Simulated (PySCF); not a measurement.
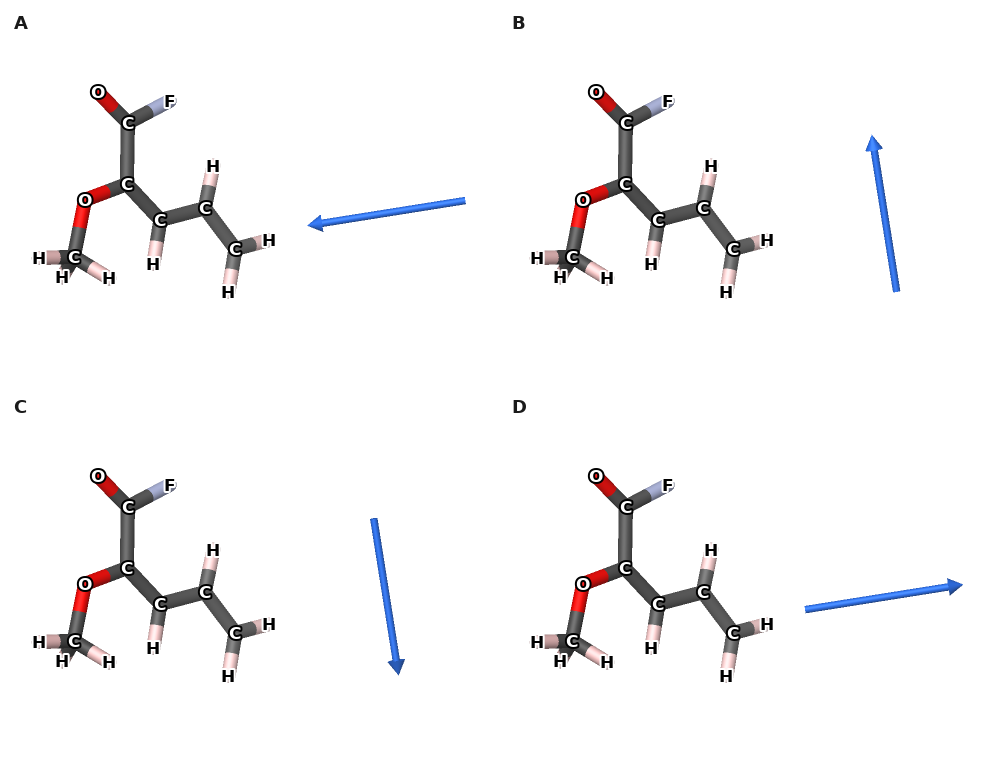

The same molecule four times, each with an arrow. The geometry was computed by an optimisation with GFN2-xTB. No frequency run is at hand to confirm it as a minimum. Level of theory: B3LYP/def2-SVPD, gas phase (PySCF 2.14.0).

### Which arrow points along the dipole moment, from the negative to the positive end?

C. The dipole moment is 4.65 D.
